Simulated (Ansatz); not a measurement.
# Fields on a plane of CsCl (CsCl type)

```yaml
crystal:
  lattice:
    - [4.14031, 0.00000, 0.00000]
    - [0.00000, 4.14031, 0.00000]
    - [0.00000, 0.00000, 4.14031]
  atoms:
    - { symbol: Cs, position: [0.00000, 0.00000, 0.00000] }
    - { symbol: Cl, position: [0.50000, 0.50000, 0.50000] }
```

The slice is a {100} plane (indices of the conventional cell) through the point (0.500, 0.500, 0.500) (fractional), spanned by u = [100] and v = [010] in vectors of this cell: u (4.14 Å) and v (4.14 Å, at 90° to u). It covers one period; positions are fractions (u, v).

Atoms on it: Cl at (0.00, 0.00).

Calculation: r2SCAN (plane waves to 500 eV, PAW, scalar-relativistic; Ansatz, a program for electronic structure). k mesh 8×8×8. Near the nuclei the fields are pseudised (PAW); where an atom keeps semicore shells as valence, they peak there. CsCl was relaxed with its symmetry unable to fall.

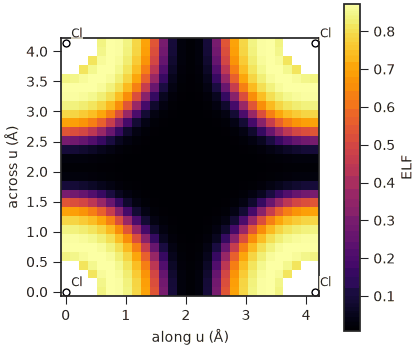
*Electron localisation function (ELF), one period of the plane, atoms marked. Points within 0.5 Å of a nucleus are left white, as the pseudised field means little there.*

```
|xxxxxxx *%@@@@@@@@@%* xxxxxx|
|xxxxxxx.*%@@@@@@@@@%*.xxxxxx|
|xxxxxxx-#%@@@@@@@@@%#-xxxxxx|
|xxxxxx.+%@@@@%%%@@@@%+.xxxxx|
|xxxxx =#%%@%%%%%%%@%%#= xxxx|
|xxxx.=*%%%%%%###%%%%%%*=.xxx|
|  .-+#%%%%%#######%%%%%#+-. |
|+**#%%%%%###*****###%%%%%#**|
|%%%%@%%%##***+++***##%%%@%%%|
|@@@@@@%%#**+++++++**#%%@@@@@|
|@@@@@%%##*+++===+++*##%%@@@@|
|@@@@@%%#**++=====++**#%%@@@@|
|@@@@%%##*++=======++*##%%@@@|
|@@@@%%##*++=======++*##%%@@@|
|@@@@%%##*++=======++*##%%@@@|
|@@@@@%%#**++=====++**#%%@@@@|
|@@@@@%%##*+++===+++*##%%@@@@|
|@@@@@@%%#**+++++++**#%%@@@@@|
|%%%%@%%%##***+++***##%%%@%%%|
|+**#%%%%%###*****###%%%%%#**|
|  .-+#%%%%%#######%%%%%#+-. |
|xxxx.=*%%%%%%###%%%%%%*=.xxx|
|xxxxx =#%%@%%%%%%%@%%#= xxxx|
|xxxxxx.+%@@@@%%%@@@@%+.xxxxx|
|xxxxxxx-#%@@@@@@@@@%#-xxxxxx|
|xxxxxxx.*%@@@@@@@@@%*.xxxxxx|
|xxxxxxx *%@@@@@@@@@%* xxxxxx|
|xxxxxxx +%@@@@@@@@@%+ xxxxxx|
```
Scale: ten equal steps from 1.03 (start of ' ') to 6.02 (end of '@'), in the order ' .:-=+*#%@'. Values: electrostatic potential energy of an electron, from the cell's mean, in eV. The map has 28 points along u (one character each, u = 0 at the left) and 28 along v (v = 0 in the bottom row). Points within 1 Å of a nucleus are blanked (x), as the pseudised field means little there. The zero, the cell's mean, hangs on the PAW cores.
